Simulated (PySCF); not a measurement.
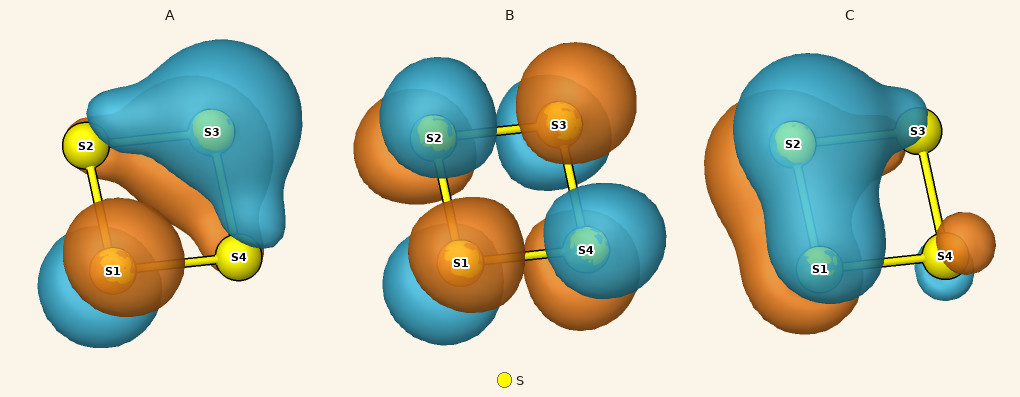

Figure. [S4]2+ (S4, charge +2). Intrinsic bond orbitals (IBO), occupied and valence-virtual; each surface holds about 80 % of the orbital's density. Energies are diagonal elements of the Fock matrix.

PySCF calculation, PBE/def2-SVP, gas phase; geometry: GFN2-xTB. This is a single-reference result, which may miss multireference character in this system. No frequency check shows the geometry to be a minimum. GFN2-xTB bond lengths at metals and heavier atoms can be off by up to 0.1 Å and shapes distorted, which carries into these values.

Identify each orbital.

By panel:
- A: delocalised π orbital mainly over S3 and S1 (S3 69 %, S1 25 %; −20.3 eV)
- B: delocalised π* orbital mainly over S1, S2, S4 and S3 (S1 25 %, S2 25 %, S4 25 %; −17.1 eV)
- C: π bond S2–S1 (S2 69 %, S1 25 %; −21.3 eV)

Which has the smallest and which the largest spatial spread?

Smallest: C (1.46 Å); largest: B (1.90 Å).

How do all the valence pairs divide up?

11 pairs: 4 lone pairs, 4 σ bonds, 2 two-centre π bonds and 1 delocalised π orbital.
